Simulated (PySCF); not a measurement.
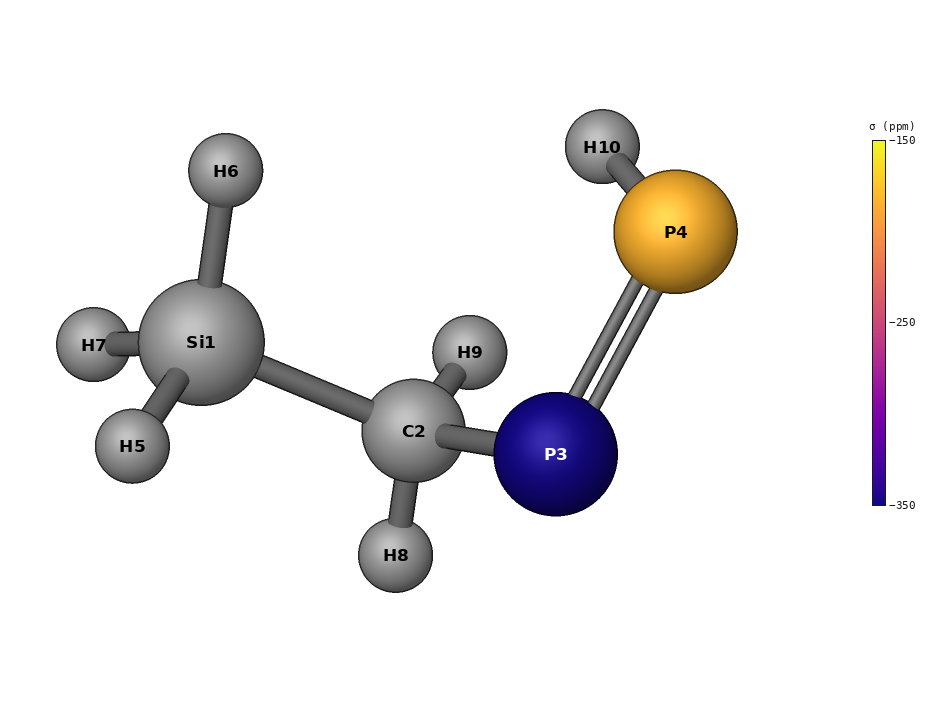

Atoms are coloured by their isotropic NMR shieldings (P only, the others grey). The computed structure is the end point of a GFN2-xTB optimisation. No frequency run is at hand to confirm it as a minimum. Properties computed with GIAO PBE0/pcSseg-1 NMR shielding, non-relativistic, gas phase (PySCF 2.14.0).

Give the isotropic NMR shieldings of the P atoms atom by atom.

| atom | σ (ppm) |
| --- | --- |
| P3 | −347.9 |
| P4 | −183.4 |

The geometry is semi-empirical. Around P, Si such bond lengths and angles can be off by a tenth of an ångström or more and by several degrees, and values that hang on the shape move with them.
